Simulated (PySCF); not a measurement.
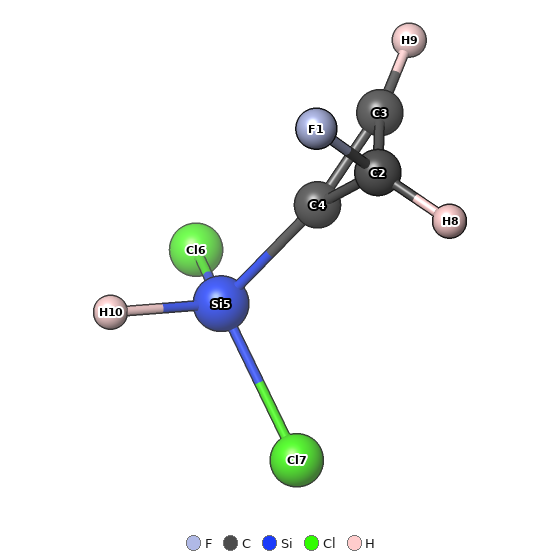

Geometry used (C₃H₃Cl₂FSi, SMILES F[C@@H]1C=C1[SiH](Cl)Cl).

GIAO shifts, PBE0/cc-pVTZ with PySCF, at a PBE0-D3(BJ)/def2-SVP geometry (no frequency check), against TMS for ¹H, HCl for ³⁵Cl and TMS for ¹³C computed at the same level (Cl: the usual scale starts at aqueous chloride instead). Gas phase, fully decoupled, line heights follow the number of nuclei, widths are arbitrary (no quadrupolar broadening); values of one conformer, averaged over methyl-type rotors and exact or near symmetry; other conformers aren't averaged in.

### Predict the ¹H spectrum.

3 signals.


```csv
δ (ppm),nuclei,atoms
8.79,1,H9
6.23,1,H10
5.07,1,H8
```

### Which ³⁵Cl signals does it give?

2 signals.


| δ (ppm) | nuclei | atoms |
| --- | --- | --- |
| 63.8 | 1 | Cl7 |
| 59.8 | 1 | Cl6 |

### How many ¹³C lines appear, and where?

3 signals.


```
δ (ppm)  nuclei  atoms
  147.6       1     C3
  136.8       1     C4
   67.5       1     C2
```

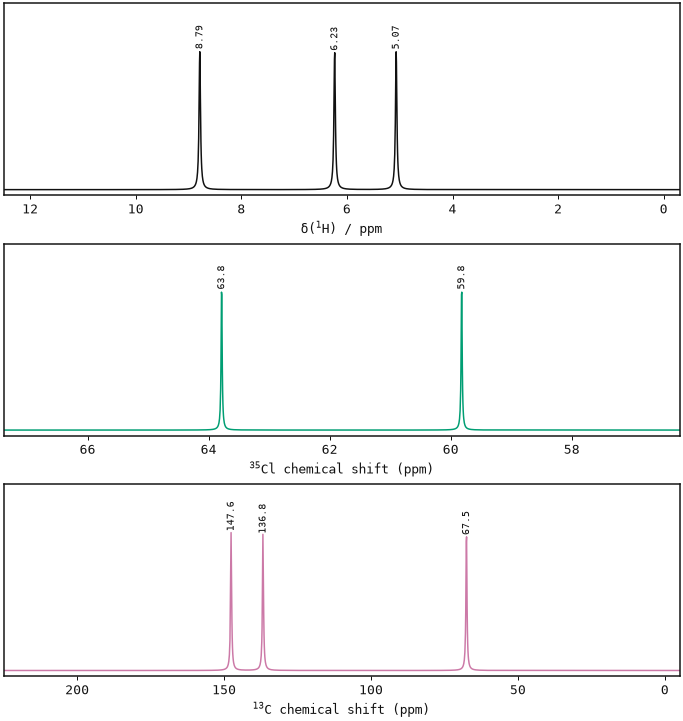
